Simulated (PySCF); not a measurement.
```xyz
14

C    -2.4281    2.5129    0.7612
C    -1.9214    1.5165    0.3220
Si   -1.1316   -0.0227   -0.3285
F    -1.4257   -0.0864   -1.9177
C    -1.9035   -1.5134    0.4443
C    -2.3945   -2.4782    0.9643
C     0.6905   -0.0067   -0.0772
C     1.8814   -0.0041    0.1031
C     3.3085    0.0034    0.3175
H    -2.8741    3.3879    1.1380
H    -2.8288   -3.3257    1.4109
H     3.8308   -0.0814   -0.6352
H     3.6047    0.9334    0.8024
H     3.5911   -0.8359    0.9528
```

Geometry: GFN2-xTB.

Level of theory: PBE0/pcSseg-1, SCF density, gas phase, non-relativistic in PySCF 2.14.0.

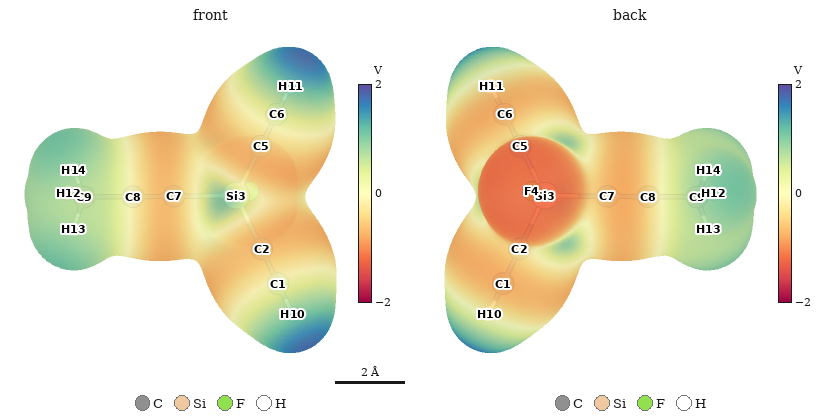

C7H5FSi (SMILES C#C[Si](F)(C#C)C#CC). The molecular electrostatic potential painted on the density surface at 0.002 e/bohr³, seen from the front and from behind; red is negative and blue positive.

Where is the surface potential most negative and most positive?

Answer. The most negative region (about −1.2 V, or −28 kcal/mol for a unit charge) lies over F4, the most positive (about +1.8 V, or +42 kcal/mol for a unit charge) over H10 and H11.
